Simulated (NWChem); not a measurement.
**C2H5Br (bromoethane) at 6 levels**

Aim: a comparison of 6 runs (TDA-SVWN5/3-21G, TDA-SVWN5/6-311G**, TDA-SVWN5/6-31G, TDA-SVWN5/6-31G*, TDA-SVWN5/6-31G**, TDA-SVWN5/STO-3G) of C2H5Br (bromoethane). 

Program for the calculation: NWChem 7.3.0.

## Step 1: Starting point

C2H5Br: 8 atoms, total charge 0, spin state singlet. As SMILES, `CCBr`. The shape is that of a PBE0-D4/def2-TZVP optimisation.

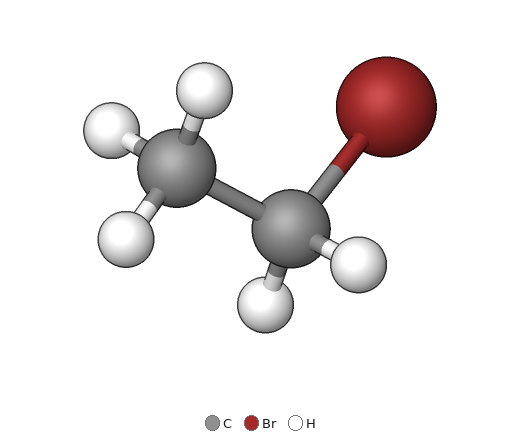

Viewed from a chosen angle; carbon grey, bromine red, hydrogen white.

## Step 2: The excited states at TDA-SVWN5/3-21G (run 1)

Input file m1.nw:

```
start m1
title "C2H5Br"
memory total 2200 mb

geometry units angstroms noautosym nocenter noautoz
C       -0.429100       0.590100      -0.328800
C        0.243000      -0.639200       0.222500
Br       1.994500      -0.223400       0.972400
H       -1.406200       0.316400      -0.739300
H        0.162900       1.040400      -1.126700
H       -0.582800       1.339300       0.449000
H        0.428800      -1.390300      -0.542500
H       -0.318900      -1.090600       1.037600
end

basis spherical bse
C library 3-21G
Br library 3-21G
H library 3-21G
end

dft
xc slater vwn_5
grid fine
convergence energy 1e-08
iterations 100
mulliken
print low
end

tddft
cis
nroots 4
notriplet
end

task tddft energy
```

On the command line:

```bash
$ nwchem m1.nw > m1.out
```

What it wrote:

```text
[...]
 d= 0,ls=0.0,diis     1  -2636.2108309772 -2.80D+03  2.27D-02  6.47D-01     0.5
[...]
 d= 0,ls=0.0,diis    10  -2636.2585707824 -1.39D-09  7.32D-07  5.81D-10     2.9
         Total DFT energy =    -2636.258570782415
      One electron energy =    -4003.942584278620
           Coulomb energy =     1302.840531704856
    Exchange-Corr. energy =      -99.747368713323
 Nuclear repulsion energy =      164.590850504673
[...]
      Total Density - Mulliken Population Analysis
     ---------------------------------------------
    Atom       Charge   Shell Charges
 -----------   ------   -------------------------------------------------------
    1 C    6     6.63   1.98  0.36  1.71  1.10  1.47
    2 C    6     6.69   1.98  0.36  1.64  1.17  1.54
    3 Br  35    34.94   2.00  2.00  5.99  2.00  5.95  0.88  2.39  1.07  2.67  9.99
    4 H    1     0.77   0.44  0.33
    5 H    1     0.76   0.44  0.32
    6 H    1     0.76   0.44  0.32
    7 H    1     0.72   0.45  0.28
    8 H    1     0.72   0.45  0.28
[...]
         Spin multiplicity :       1
[...]
              XC Information
              --------------
                 Slater Exchange Functional   1.00 local
               VWN V Correlation Functional   1.00 local
[...]
         Wavefunction type : Restricted singlets
          No. of electrons :      52
[...]
  Root   1 singlet a              0.228327228 a.u.                6.2131 eV
[...]
     Dipole Oscillator Strength                    0.0028793442
[...]
     Total Oscillator Strength                     0.0028797270
[...]
  Root   2 singlet a              0.230996605 a.u.                6.2857 eV
[...]
  Root   3 singlet a              0.314573584 a.u.                8.5600 eV
[...]
     Dipole Oscillator Strength                    0.0010122079
[...]
     Total Oscillator Strength                     0.0010137197
[...]
  Root   4 singlet a              0.317935361 a.u.                8.6515 eV
[...]
     Dipole Oscillator Strength                    0.0000973217
[...]
     Total Oscillator Strength                     0.0000978457
[...]
```

Wall time 7.5 s (1 thread of Intel Xeon Platinum 8488C (Sapphire Rapids), shared host); peak memory 0.12 GiB.

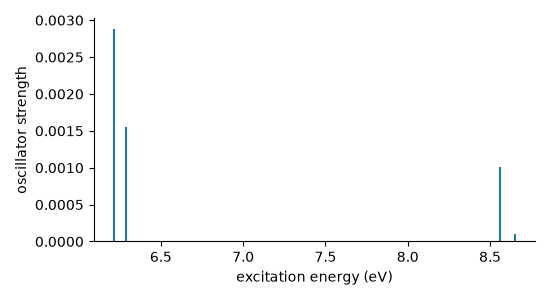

Vertical excitations as sticks.

The roots found:

```
excited state  energy (eV)  strength      label
            1        6.213    0.0029  singlet a
            2        6.286    0.0015  singlet a
            3        8.560    0.0010  singlet a
            4        8.651    0.0001  singlet a
```

## Step 3: The vertical excitations at TDA-SVWN5/6-311G(d,p) (run 2)

Input file calc.nw:

```
start calc
memory total 2200 mb
geometry units angstroms noautosym nocenter noautoz
   C       -0.429100       0.590100      -0.328800
   C        0.243000      -0.639200       0.222500
   Br       1.994500      -0.223400       0.972400
   H       -1.406200       0.316400      -0.739300
   H        0.162900       1.040400      -1.126700
   H       -0.582800       1.339300       0.449000
   H        0.428800      -1.390300      -0.542500
   H       -0.318900      -1.090600       1.037600
end
basis spherical bse
   C library 6-311G**
   Br library 6-311G**
   H library 6-311G**
end
dft
   xc slater vwn_5
   grid fine
   convergence energy 1e-08
   iterations 100
   mulliken
   print low
end
tddft
   cis
   nroots 4
   notriplet
end
task tddft energy
```

On the command line:

```bash
$ nwchem calc.nw > calc.out
```

What it wrote:

```text
[...]
 d= 0,ls=0.0,diis     1  -2649.0004213455 -2.81D+03  7.27D-03  1.38D+01     2.1
[...]
 d= 0,ls=0.0,diis    11  -2649.0653936121 -5.63D-10  1.66D-07  1.12D-09    16.5
         Total DFT energy =    -2649.065393612113
      One electron energy =    -4015.193967985289
           Coulomb energy =     1301.166326986787
    Exchange-Corr. energy =      -99.628603118283
 Nuclear repulsion energy =      164.590850504673
[...]
      Total Density - Mulliken Population Analysis
     ---------------------------------------------
    Atom       Charge   Shell Charges
 -----------   ------   -------------------------------------------------------
    1 C    6     6.42   1.09  0.90  0.68  0.74  1.53  0.50  0.96  0.04
    2 C    6     6.44   1.09  0.90  0.64  0.75  1.48  0.56  0.96  0.06
    3 Br  35    35.06   0.75  1.21  1.18  0.81  1.00  1.03  1.33  0.66  0.48  5.49  4.81  1.08  0.93  2.80  1.48  7.72  2.14  0.17
    4 H    1     0.84   0.26  0.45  0.11  0.02
    5 H    1     0.83   0.26  0.44  0.11  0.02
    6 H    1     0.83   0.26  0.44  0.11  0.02
    7 H    1     0.79   0.26  0.43  0.08  0.02
    8 H    1     0.79   0.26  0.43  0.08  0.02
[...]
         Spin multiplicity :       1
[...]
              XC Information
              --------------
                 Slater Exchange Functional   1.00 local
               VWN V Correlation Functional   1.00 local
[...]
         Wavefunction type : Restricted singlets
          No. of electrons :      52
[...]
  Root   1 singlet a              0.218931555 a.u.                5.9574 eV
[...]
     Dipole Oscillator Strength                    0.0003282389
[...]
     Total Oscillator Strength                     0.0003283872
[...]
  Root   2 singlet a              0.221462592 a.u.                6.0263 eV
[...]
  Root   3 singlet a              0.265597768 a.u.                7.2273 eV
[...]
     Dipole Oscillator Strength                    0.0015879309
[...]
     Total Oscillator Strength                     0.0015888087
[...]
  Root   4 singlet a              0.269626186 a.u.                7.3369 eV
[...]
     Dipole Oscillator Strength                    0.0337468152
[...]
     Total Oscillator Strength                     0.0337475016
[...]
```

Wall time 39 s (1 thread of Intel Xeon Platinum 8488C (Sapphire Rapids), shared host); peak memory 0.12 GiB.

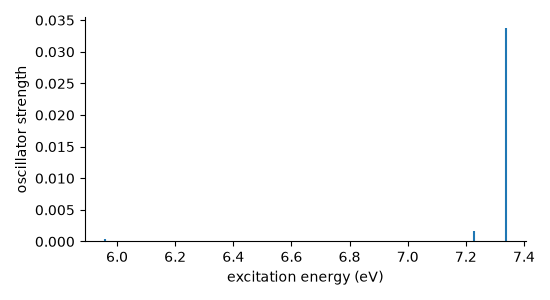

Vertical excitations as sticks.

The roots found:

```
excited state  energy (eV)  strength      label
            1        5.957    0.0003  singlet a
            2        6.026    0.0001  singlet a
            3        7.227    0.0016  singlet a
            4        7.337    0.0337  singlet a
```

## Step 4: The excited states at TDA-SVWN5/6-31G (run 3)

Input file job.nw:

```
echo
start job
title "C2H5Br"
memory total 2200 mb
geometry units angstrom noautosym nocenter noautoz
  C       -0.429100       0.590100      -0.328800
  C        0.243000      -0.639200       0.222500
  Br       1.994500      -0.223400       0.972400
  H       -1.406200       0.316400      -0.739300
  H        0.162900       1.040400      -1.126700
  H       -0.582800       1.339300       0.449000
  H        0.428800      -1.390300      -0.542500
  H       -0.318900      -1.090600       1.037600
end
basis spherical bse
  * library 6-31G
end
dft
  xc slater vwn_5
  grid fine
  convergence energy 1e-08
  maxiter 100
  mulliken
  print low
end
tddft
  cis
  nroots 4
  notriplet
end
task tddft energy
```

On the command line:

```bash
$ nwchem job.nw > job.out
```

What it wrote:

```text
[...]
 d= 0,ls=0.0,diis     1  -2648.6222589255 -2.81D+03  2.08D-02  5.24D-01     1.2
[...]
 d= 0,ls=0.0,diis    10  -2648.6659337802 -1.41D-09  4.59D-07  2.81D-10     6.9
         Total DFT energy =    -2648.665933780183
      One electron energy =    -4015.883352027749
           Coulomb energy =     1302.374128776052
    Exchange-Corr. energy =      -99.747561033160
 Nuclear repulsion energy =      164.590850504673
[...]
      Total Density - Mulliken Population Analysis
     ---------------------------------------------
    Atom       Charge   Shell Charges
 -----------   ------   -------------------------------------------------------
    1 C    6     6.49   2.00  0.66  2.17  0.66  1.00
    2 C    6     6.57   2.00  0.66  2.07  0.76  1.09
    3 Br  35    34.97   2.00  2.00  6.00  2.00  5.98  1.65  3.75  0.30  1.30  6.96  3.04
    4 H    1     0.82   0.50  0.32
    5 H    1     0.81   0.50  0.30
    6 H    1     0.81   0.50  0.30
    7 H    1     0.77   0.51  0.27
    8 H    1     0.77   0.51  0.27
[...]
         Spin multiplicity :       1
[...]
              XC Information
              --------------
                 Slater Exchange Functional   1.00 local
               VWN V Correlation Functional   1.00 local
[...]
         Wavefunction type : Restricted singlets
          No. of electrons :      52
[...]
  Root   1 singlet a              0.226242602 a.u.                6.1564 eV
[...]
     Dipole Oscillator Strength                    0.0025077902
[...]
     Total Oscillator Strength                     0.0025081675
[...]
  Root   2 singlet a              0.228335831 a.u.                6.2133 eV
[...]
  Root   3 singlet a              0.302920783 a.u.                8.2429 eV
[...]
     Dipole Oscillator Strength                    0.0003267481
[...]
     Total Oscillator Strength                     0.0003291225
[...]
  Root   4 singlet a              0.305308955 a.u.                8.3079 eV
[...]
     Dipole Oscillator Strength                    0.0027277863
[...]
     Total Oscillator Strength                     0.0027283427
[...]
```

Wall time 19 s (1 thread of Intel Xeon Platinum 8488C (Sapphire Rapids), shared host); peak memory 0.12 GiB.

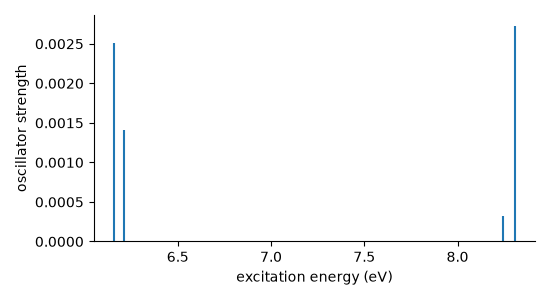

Vertical excitations as sticks.

The roots found:

```
excited state  energy (eV)  strength      label
            1        6.156    0.0025  singlet a
            2        6.213    0.0014  singlet a
            3        8.243    0.0003  singlet a
            4        8.308    0.0027  singlet a
```

Runs 4 to 5 aren't shown in full; the table further down has their settings and results.

## Step 5: The vertical excitations at TDA-SVWN5/STO-3G (run 6)

Input file work.nw:

```
start work
memory stack 880 mb heap 220 mb global 1100 mb
geometry units angstrom noautosym nocenter noautoz
  C    -0.429100    0.590100   -0.328800
  C     0.243000   -0.639200    0.222500
  Br    1.994500   -0.223400    0.972400
  H    -1.406200    0.316400   -0.739300
  H     0.162900    1.040400   -1.126700
  H    -0.582800    1.339300    0.449000
  H     0.428800   -1.390300   -0.542500
  H    -0.318900   -1.090600    1.037600
end
basis "ao basis" spherical bse
  C library STO-3G
  Br library STO-3G
  H library STO-3G
end
dft
  xc slater vwn_5
  grid fine
  convergence energy 1e-08
  iterations 100
  mulliken
  print low
end
tddft
  cis
  nroots 4
  notriplet
end
task tddft
```

On the command line:

```bash
$ nwchem work.nw > work.out
```

What it wrote:

```text
[...]
 d= 0,ls=0.0,diis     1  -2619.6733474792 -2.78D+03  5.29D-02  5.00D-01     0.5
[...]
 d= 0,ls=0.0,diis     8  -2619.7555236756 -2.22D-10  6.57D-07  1.98D-10     2.0
         Total DFT energy =    -2619.755523675576
      One electron energy =    -3994.872024646590
           Coulomb energy =     1310.690362873475
    Exchange-Corr. energy =     -100.164712407133
 Nuclear repulsion energy =      164.590850504673
[...]
      Total Density - Mulliken Population Analysis
     ---------------------------------------------
    Atom       Charge   Shell Charges
 -----------   ------   -------------------------------------------------------
    1 C    6     6.28   1.99  1.19  3.10
    2 C    6     6.22   1.99  1.24  2.99
    3 Br  35    35.05   2.00  2.00  6.00  2.00  5.98  1.96  5.11 10.00
    4 H    1     0.90   0.90
    5 H    1     0.89   0.89
    6 H    1     0.89   0.89
    7 H    1     0.88   0.88
    8 H    1     0.88   0.88
[...]
         Spin multiplicity :       1
[...]
              XC Information
              --------------
                 Slater Exchange Functional   1.00 local
               VWN V Correlation Functional   1.00 local
[...]
         Wavefunction type : Restricted singlets
          No. of electrons :      52
[...]
  Root   1 singlet a              0.266870000 a.u.                7.2619 eV
[...]
     Dipole Oscillator Strength                    0.0109742157
[...]
     Total Oscillator Strength                     0.0109749521
[...]
  Root   2 singlet a              0.268009745 a.u.                7.2929 eV
[...]
  Root   3 singlet a              0.406903682 a.u.               11.0724 eV
[...]
     Dipole Oscillator Strength                    0.0032483925
[...]
     Total Oscillator Strength                     0.0032492827
[...]
  Root   4 singlet a              0.428453765 a.u.               11.6588 eV
[...]
     Dipole Oscillator Strength                    0.2103217765
[...]
     Total Oscillator Strength                     0.2103250182
[...]
```

Wall time 6.9 s (1 thread of Intel Xeon Platinum 8488C (Sapphire Rapids), shared host); peak memory 0.12 GiB.

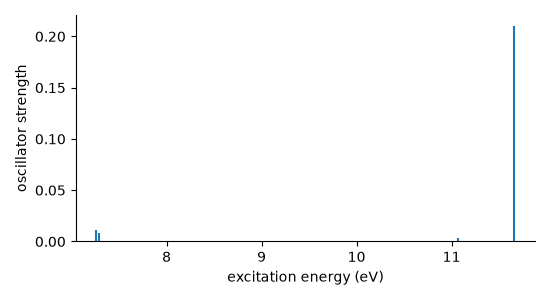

Vertical excitations as sticks.

The roots found:

```
excited state  energy (eV)  strength      label
            1        7.262    0.0110  singlet a
            2        7.293    0.0079  singlet a
            3       11.072    0.0032  singlet a
            4       11.659    0.2103  singlet a
```

## Step 6: Overview of the runs

```
run                                    level   energy (Eh)  lowest excitation energy (eV)  wall time
  1                          TDA-SVWN5/3-21G  -2636.258571                           6.21      7.5 s
  2                       TDA-SVWN5/6-311G**  -2649.065394                           5.96       39 s
  3                          TDA-SVWN5/6-31G  -2648.665934                           6.16       19 s
  4   TDA-SVWN5/6-31G* (spherical functions)  -2648.754297                           6.10       22 s
  5  TDA-SVWN5/6-31G** (spherical functions)  -2648.760638                           6.09       27 s
  6                         TDA-SVWN5/STO-3G  -2619.755524                           7.26      6.9 s
```

## Step 7: What came out

```
                                quantity           value
run 6: ground-state or mean-field energy  -2619.75552 Eh
 run 6: lowest singlet excitation energy         7.26 eV
```

What this shows: In run 6 the basis is minimal, so the values are rough. All runs together took 2 min, the longest 39 s.
